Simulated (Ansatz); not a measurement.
A relaxed structure of ZnO. Space group P6₃mc (No. 186), wurtzite type. Level of theory: PBEsol (plane waves to 420 eV, PAW, scalar-relativistic; Ansatz, a program for electronic structure).

```cif
data_O2Zn2
_chemical_formula_sum 'O2 Zn2'
_space_group_name_H-M_alt 'P 1'
_space_group_IT_number 1
_cell_length_a 3.22993
_cell_length_b 3.22993
_cell_length_c 5.21418
_cell_angle_alpha 90.000
_cell_angle_beta 90.000
_cell_angle_gamma 120.000
loop_
_space_group_symop_operation_xyz
  'x, y, z'
loop_
_atom_site_label
_atom_site_type_symbol
_atom_site_fract_x
_atom_site_fract_y
_atom_site_fract_z
_atom_site_occupancy
O1 O 0.66667 0.33333 0.69730 1
O2 O 0.33333 0.66667 0.19730 1
Zn1 Zn 0.33333 0.66667 0.81835 1
Zn2 Zn 0.66667 0.33333 0.31835 1
```

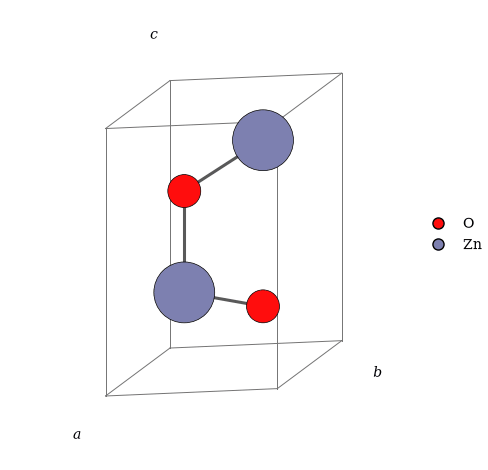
Fig. 1. The conventional cell of the relaxed structure

```yaml
volume_per_atom: 11.78 Å³
density: 5.74 g/cm³
band_gap: 0.70 eV, direct at Γ (no spin-orbit coupling)
shortest_distances: O–Zn 1.97 Å; O–O 3.21 Å; Zn–Zn 3.21 Å
k-mesh: 12×12×7
```

Band energies at high-symmetry points (eV from the VBM; labels of this space group; no spin-orbit coupling), from −5 eV up to 3.1 eV:

| point | energies |
|---|---|
| Γ | -4.56 -4.56 -4.34 -4.34 -4.06 -0.81 -0.81 -0.10 0.00 0.00 0.70 |
| M | -4.97 -4.53 -4.38 -4.29 -4.22 -3.75 -3.61 -2.88 -2.31 -1.33 -0.86 |
| K | -4.79 -4.79 -4.64 -4.50 -4.48 -4.48 -3.81 -3.56 -3.56 -1.96 -1.96 -1.77 |
| A | -4.43 -4.43 -4.43 -4.43 -2.28 -2.28 -0.40 -0.40 -0.40 -0.40 |
| L | -4.35 -4.35 -4.27 -4.27 -3.80 -3.80 -1.54 -1.54 -1.41 -1.41 |
| H | -4.56 -4.56 -4.01 -4.01 -3.76 -3.76 -2.75 -2.75 -1.29 -1.29 |

No spin polarisation in the result.

Measured for ZnO: a 3.2482 Å (0 K or low temperature; as listed in arXiv:1206.3780); c 5.204 Å (0 K or low temperature; as listed in arXiv:1206.3780); gap 3.6 eV (static lattice; corrected from measurement; as listed in Wei Chen et al., Physical Review Materials (2018)). Computed minus measured — a: PBEsol -0.6 %; c: PBEsol +0.2 %; gap: PBEsol -2.90 eV. The computed values are for a static lattice, and a measured gap can be an optical one, lowered by exciton binding.

It was reached from a disturbed copy of a P6₃/mmc (No. 194) cell, against which it lies -0.268 eV/atom.
